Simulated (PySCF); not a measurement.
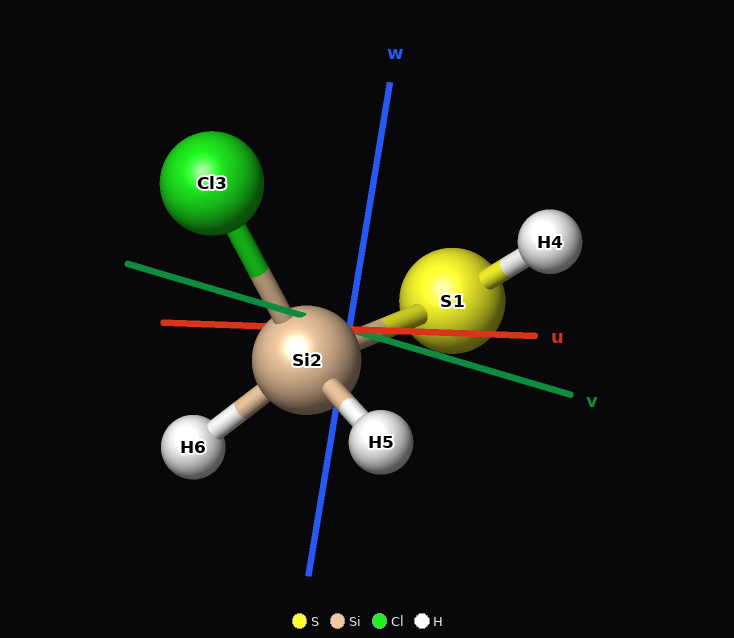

The lines u, v and w are the principal axes of the static dipole polarisability. Computed geometry: PBE0-D3(BJ)/def2-SVP optimisation. No frequency run is at hand to confirm it as a minimum. Method: PBE0/def2-SVPD (PySCF 2.14.0).

Question. Along which axis is the molecule most polarisable, and along which least?

Answer. Most along v, least along u.

Question. Give the three principal values.

Answer. u 53.3, v 74.5, w 59.5 bohr³; mean 62.5, anisotropy 18.9 bohr³.
